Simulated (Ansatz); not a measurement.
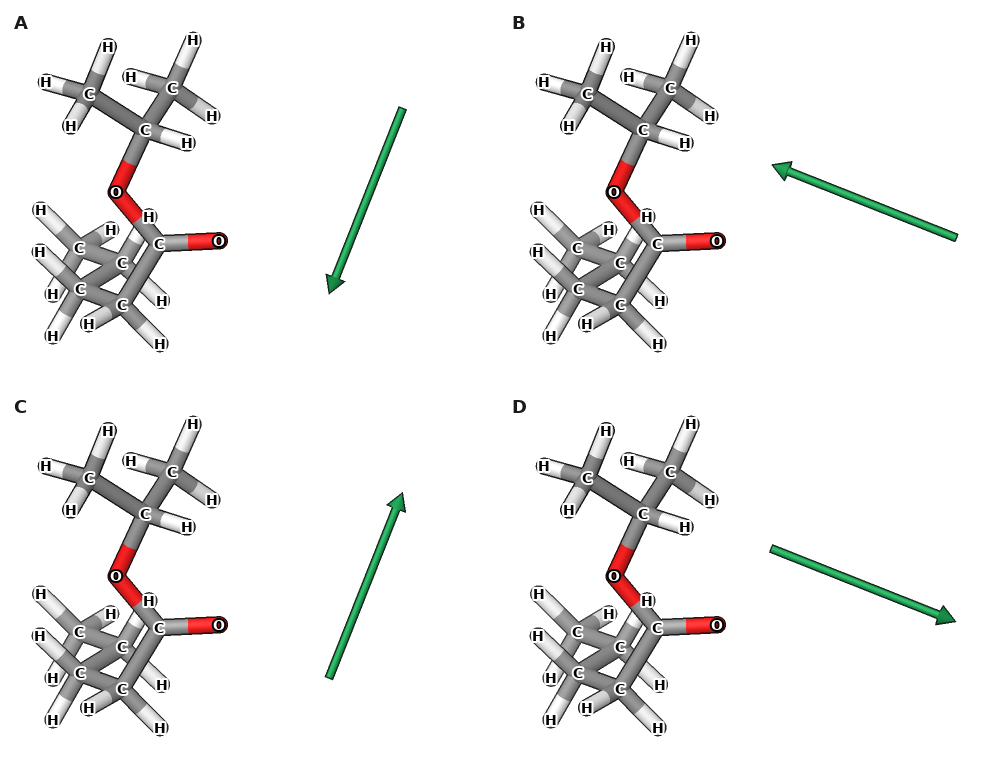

The same molecule four times, each with an arrow. Computed geometry: PBE0-D4/def2-TZVP optimisation. No frequency run is at hand to confirm it as a minimum. Properties computed with RKS PBE0-D4/def2-TZVP (Ansatz 0.2.0).

Which arrow points along the dipole moment, from the negative to the positive end?

B. The dipole moment is 2.00 D.
